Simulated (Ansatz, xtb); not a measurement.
# BH2Cl (SMILES [H]B([H])Cl): methods side by side

The species is BH2Cl (4 atoms), meant as a singlet with charge 0. As SMILES, `[H]B([H])Cl`. The shape is that of a GFN2-xTB optimisation.

Each level gives the electronic atomisation energy (eV). The values are calculated. Electronic energies at fixed atoms, without zero-point motion or spin-orbit coupling.

| level | kind | program | value (eV) | less FCI/STO-3G | CPU time (all runs) |
| --- | --- | --- | --- | --- | --- |
| GFN0-xTB | semi-empirical | xtb | 15.28 | +1.13 | under 2 s |
| HF/STO-3G | Hartree–Fock | Ansatz | 13.61 | -0.54 | 0.15 s |
| BLYP/STO-3G | GGA | Ansatz | 16.23 | +2.08 | 2 s |
| r2SCAN/STO-3G | meta-GGA | Ansatz | 16.54 | +2.39 | 5.6 s |
| B3LYP/STO-3G | global hybrid | Ansatz | 16.30 | +2.15 | 1.3 s |
| wB97X/STO-3G | range-separated hybrid | Ansatz | 16.32 | +2.17 | 5.5 s |
| MP2/STO-3G | perturbation theory | Ansatz | 14.29 | +0.14 | 0.16 s |
| CCSDTQ/STO-3G | coupled cluster or CI | Ansatz | 14.15 | 0.00 | 4.1 s |
| FCI/STO-3G | exact in the basis | Ansatz | 14.15 | 0.00 | 0.38 s |

FCI/STO-3G is exact within its basis and frozen core, so for wave-function methods in that basis the difference is their error; functionals converge differently with the basis, so for them it is only a difference. The values span 13.61 to 16.54 eV. The xTB rows lack spin polarisation, so open shells miss the exchange term that lowers them. All rows use very small basis sets, so even the best lies far from the true value. Times are those of the runs behind each value, whatever else they computed, on shared processors of several kinds: orders of magnitude only.

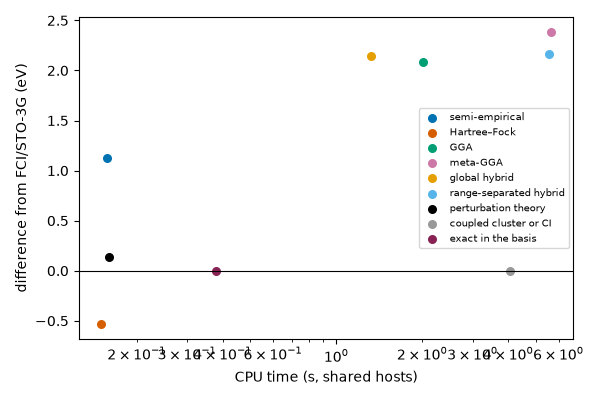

Difference from FCI/STO-3G against processor time, one point a level.
